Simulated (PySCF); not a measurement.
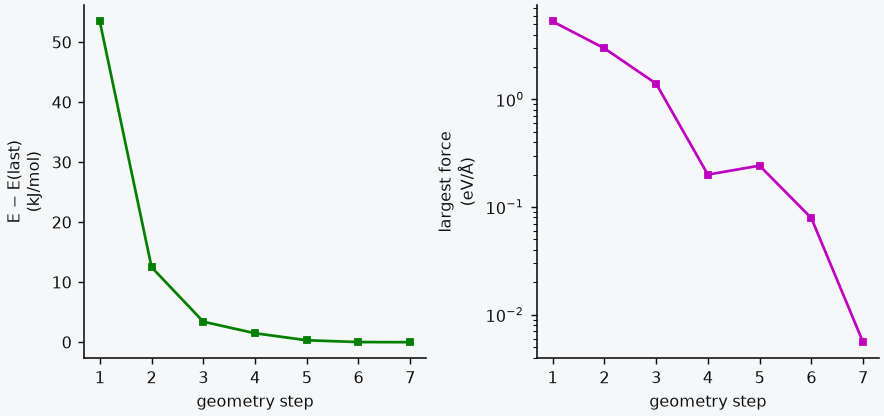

History of a geometry optimisation.

System: W(CH)(OH)3 (SMILES [CH]#[W]([OH])([OH])[OH]).
Method: PBE0-D3(BJ)/def2-SVP, geometry optimisation (PySCF 2.14.0, density fitting).

How did it end, and what did it gain?

The optimisation met its thresholds at geometry 7, counting the start as the first. The energy fell by about 53 kJ/mol from the first step to the last. The largest force goes from about 5.3 eV/Å at the start to 6 × 10⁻³ eV/Å at the end.

By which step was nine tenths of the energy gained?

By step 3 of 7.
